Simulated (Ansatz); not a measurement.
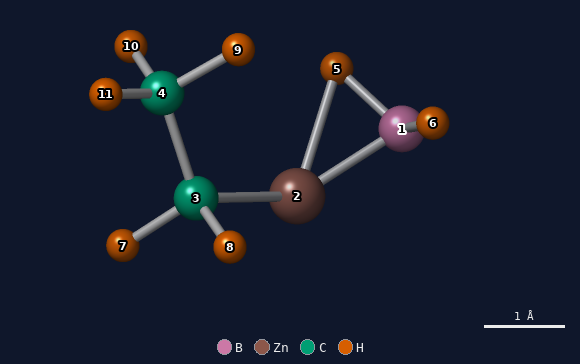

C2H7BZn (coarse preliminary run), before the relaxation. The picture is a ball-and-stick view, seen from a free direction.

The start comes from a force field.

Computed with RKS PBE-D4/def2-SVP in Ansatz.

Input
```yaml
crystal:
  periodic: [false, false, false]
  atoms:
    - {symbol: B, position_ang: [-0.321500, 2.419100, -0.090500]}
    - {symbol: Zn, position_ang: [0.755000, 1.290400, 0.216300]}
    - {symbol: C, position_ang: [0.651900, -0.567500, 0.548000]}
    - {symbol: C, position_ang: [-0.210300, -1.249600, -0.382900]}
    - {symbol: H, position_ang: [-0.177300, 1.975400, -1.181600]}
    - {symbol: H, position_ang: [-1.183200, 2.016000, 0.616600]}
    - {symbol: H, position_ang: [1.731300, -0.986800, 0.438000]}
    - {symbol: H, position_ang: [0.395100, -0.688400, 1.607100]}
    - {symbol: H, position_ang: [-1.295900, -0.815000, -0.205300]}
    - {symbol: H, position_ang: [0.043600, -1.102400, -1.405100]}
    - {symbol: H, position_ang: [-0.323200, -2.348200, -0.140000]}
basis:
  gaussian: {orbitals: def2-SVP}
hamiltonian: {xc: pbe, dispersion: d4}
relax: {f_tol: 0.03, max_steps: 200}
```

Run as
```bash
ansatz run in.yaml --threads 4 --pin off --events-out ev --progress --plain --max-ram 10444MiB
```

**What does the optimiser find from here?**

Over 15 accepted moves (16 points after the start) the energy falls by 356.8 kJ/mol. Largest force component: 7.8 eV/Å at the start, 0.0085 eV/Å at the end. The line search rejected the trial step at point 13 of the run. The largest move after the best rigid fit is that of H6, 1.71 Å. By element the largest moves are H 1.71 Å, Zn 0.70 Å, C 0.65 Å, B 0.59 Å. Some distances before and after: Zn2–H5 1.815 → 2.921 Å, B1–Zn2 1.590 → 2.073 Å, C3–C4 1.441 → 1.537 Å, Zn2–C3 1.890 → 1.971 Å. Among the angles between lasting bonds that change: B1–Zn2–C3 134.0° → 179.9°, Zn2–B1–H5 80.2° → 122.7°, Zn2–B1–H6 97.8° → 122.8°. The run took 19 s on 4 threads of Arm Neoverse V2 (shared host).

Step by step:

```csv
step,"E − E(0), kJ/mol","largest force component, eV/Å",note
0,0.00,7.8166,
1,-150.59,4.3535,
2,-240.42,1.3965,
3,-273.16,0.7604,
4,-297.54,0.5661,
5,-315.20,0.4757,
6,-327.68,0.4524,
7,-334.33,0.6578,
8,-342.67,0.3229,
9,-348.72,0.2865,
10,-352.61,0.4055,
11,-354.52,0.4613,
12,-356.39,0.1151,
13,-356.15,0.1273,rejected
14,-356.62,0.0551,
15,-356.73,0.0109,
16,-356.76,0.0085,
```

Final geometry:

```xyz
11

B    -0.3722    3.0013   -0.1597
Zn    0.1136    1.0178    0.1985
C     0.5778   -0.8671    0.5388
C    -0.1659   -1.8944   -0.3287
H    -0.1228    3.5626   -1.2162
H    -0.9303    3.7061    0.6681
H     1.6781   -0.9779    0.4034
H     0.3981   -1.0756    1.6182
H    -1.2666   -1.8461   -0.1869
H     0.0199   -1.7421   -1.4135
H     0.1357   -2.9415   -0.1015
```

The end point in the same view:

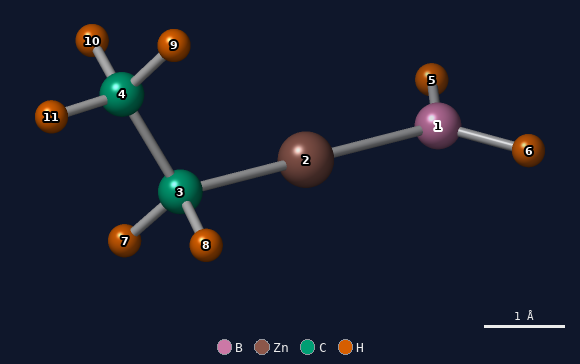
